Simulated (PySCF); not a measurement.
# C5H10BrNO: the cost of one run

Programs: PySCF 2.14.0, with routines of our own; each step states its level. All values are computed. Atoms count from 0.

## (1) The starting structure

18 atoms, charge 0, multiplicity 1; geometry from: GFN2-xTB.

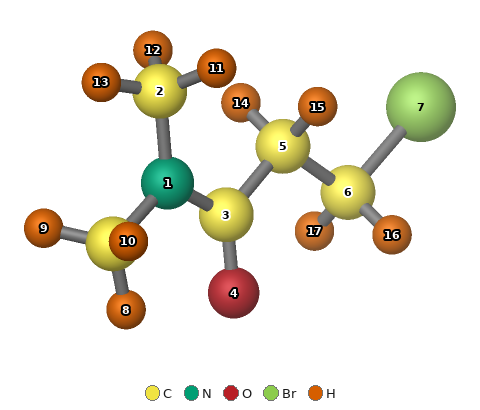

The starting geometry (carbon yellow, nitrogen teal, oxygen red, bromine green, hydrogen orange).

## (2) Magnetic properties: GIAO wB97X-D/pcSseg-1

Job settings and geometry (Å):

```
{"job": {"kind": "mag", "xc": "wB97X-D", "basis": "pcSseg-1", "isotopologues": 2}, "charge": 0, "multiplicity": 1}
C     -2.119144    -1.201878    -0.292223
N     -1.066260    -0.217802    -0.417298
C     -1.473949     1.161204    -0.546129
C      0.221455    -0.615879    -0.316331
O      0.538820    -1.780881    -0.162778
C      1.265093     0.490240    -0.417956
C      2.645869    -0.105787    -0.219575
Br     4.013428     1.274047    -0.359720
H     -1.653437    -2.182110    -0.212544
H     -2.765006    -1.178778    -1.171652
H     -2.718399    -1.013622     0.601334
H     -1.297418     1.721235     0.376950
H     -0.946468     1.658841    -1.360893
H     -2.539002     1.189184    -0.764201
H      1.200564     0.960721    -1.402826
H      1.070594     1.255339     0.337586
H      2.747638    -0.554940     0.766667
H      2.866862    -0.852816    -0.979586
```

Method: GIAO wB97X-D/pcSseg-1 magnetisability, rotational g tensor and spin-rotation constants, non-relativistic, gas phase.

Command:

```sh
$ OMP_NUM_THREADS=1 python excited_run.py task.json out
```

This one command runs all jobs of the session in turn.

Q: Estimate the wall time and peak memory of this first job on 1 thread of Intel Xeon Platinum 8375C at 2.90GHz, shared host.

About 74 s, with a peak of 1.1 GiB.
